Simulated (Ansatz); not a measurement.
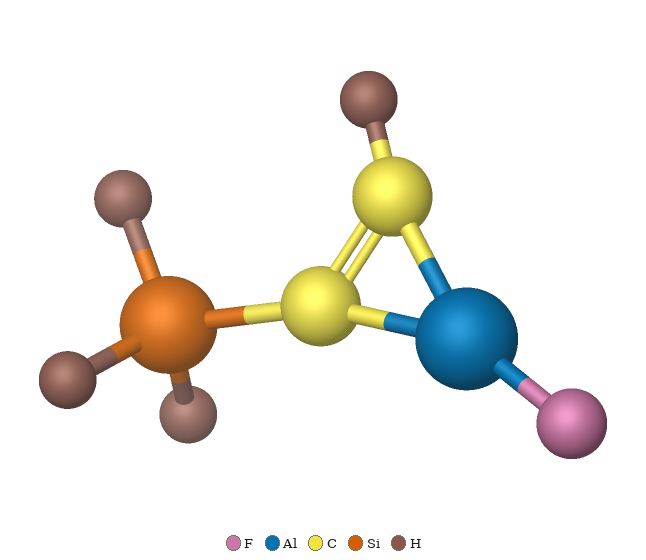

Starting geometry of the run.

Input file:

```yaml
crystal:
  periodic: [false, false, false]
  atoms:
    - {symbol: F, position_ang: [2.604118, -2.616414, -0.653358]}
    - {symbol: Al, position_ang: [1.746034, -1.261350, -0.325559]}
    - {symbol: C, position_ang: [1.436089, 0.496039, 0.083601]}
    - {symbol: C, position_ang: [0.249840, -0.206695, -0.052862]}
    - {symbol: Si, position_ang: [-1.500487, 0.381677, 0.117855]}
    - {symbol: H, position_ang: [1.522849, 1.555798, 0.324710]}
    - {symbol: H, position_ang: [-2.189752, -0.388278, 1.187921]}
    - {symbol: H, position_ang: [-2.233628, 0.160530, -1.157536]}
    - {symbol: H, position_ang: [-1.546662, 1.832494, 0.458128]}
basis:
  gaussian: {orbitals: x2c-TZVPPall}
hamiltonian: {xc: {name: wB97M-V}}
accuracy: high
output: {forces: true}
```

Command:

```sh
ansatz run in.yaml --threads 2 --pin off --events-out ev --progress --plain --max-ram 4352MiB
```

Result:

```
Functional definition: wB97M-V
  name "wB97M-V"
  cite "Mardirossian & Head-Gordon, J. Chem. Phys. 144, 214110 (2016) doi:10.1063/1.4952647"
  cite "Becke, J. Chem. Phys. 107, 8554 (1997) doi:10.1063/1.475007"
  cite "Vydrov & Van Voorhis, J. Chem. Phys. 133, 244103 (2010) doi:10.1063/1.3521275"
  # Of w^i u^j: cxij and so on, Table III.
  parameter omega = 0.3/bohr
  parameter cx = 0.15
  parameter cx01 = 1.007
  parameter cx10 = 0.259
  parameter css00 = 0.443
  parameter css04 = -1.437
  parameter css10 = -4.535
  parameter css20 = -3.390
  parameter css43 = 4.278
  parameter cos00 = 1.000
  parameter cos10 = 1.358
  parameter cos20 = 2.924
  parameter cos21 = -8.812
  parameter cos60 = -1.390
  parameter cos61 = 9.142
  parameter b = 6.0
  parameter c = 0.01
  gx(w, u) = 1 - cx + cx01*u + cx10*w
  gss(w, u) = css00 + css04*u^4 + css10*w + css20*w^2 + css43*w^4*u^3
  gos(w, u) = cos00 + cos10*w + (cos20 + cos21*u)*w^2 + (cos60 + cos61*u)*w^6
  exchange = spin_sum(e_x_unif_sr(omega)*gx(b97_w, b97_u_x)) + cx*exact_x_sr(omega) + exact_x_lr(omega)
  correlation = spin_sum(e_c_pw_mod_same_spin*gss(b97_w, b97_u_same))
      + integral(e_c_pw_mod_opposite_spin*gos(b97_w_opposite, b97_u_opposite)) + vv10(b, c)
3936 factors; integrals over basis functions are off by at most 3.5e-8 eV
538 factors; integrals over basis functions are off by at most 2.5e-9 eV
mean field evaluation 1: about -19355.2702 eV, gradient 5.5e1 eV
mean field evaluation 2: about -19355.7586 eV, gradient 5.5e1 eV
mean field evaluation 4: about -19361.5078 eV, gradient 2.4e0 eV
mean field evaluation 8: about -19361.6176 eV, gradient 1.5e-1 eV
mean field evaluation 16: about -19361.6178 eV, gradient 1.3e-4 eV
mean field -19361.61778796 eV, -711.5263299318 hartree, gradient 5.0e-8 eV, S^2 0.000000; 0 other end points of the search recorded, 0 dependent functions left out
the calculation of the forces begins
reference -19361.61779401 eV, -711.5263301541 hartree; 26, 26 occupied and 207, 207 virtual orbitals, 3936 factors
Total energy: -19361.61779401 eV, -711.5263301541 hartree
Relativity: scalar
Atom 0 at     2.604118    -2.616414    -0.653358 Å, force     0.057106    -0.089113    -0.021876 eV/Å
Atom 1 at     1.746034    -1.261350    -0.325559 Å, force    -0.109347     0.149110     0.036811 eV/Å
Atom 2 at     1.436089     0.496039     0.083601 Å, force     0.022975     0.058015     0.012847 eV/Å
Atom 3 at     0.249840    -0.206695    -0.052862 Å, force     0.047731    -0.035532    -0.009597 eV/Å
Atom 4 at    -1.500487     0.381677     0.117855 Å, force    -0.159888     0.062868     0.017667 eV/Å
Atom 5 at     1.522849     1.555798     0.324710 Å, force    -0.055510    -0.098563    -0.021105 eV/Å
Atom 6 at    -2.189752    -0.388278     1.187921 Å, force     0.089240     0.098377    -0.133419 eV/Å
Atom 7 at    -2.233628     0.160530    -1.157536 Å, force     0.094556     0.029315     0.160010 eV/Å
Atom 8 at    -1.546662     1.832494     0.458128 Å, force     0.013137    -0.174477    -0.041338 eV/Å
Dipole moment:     0.093477     0.018872     0.002213 e Å
```

The run converged.
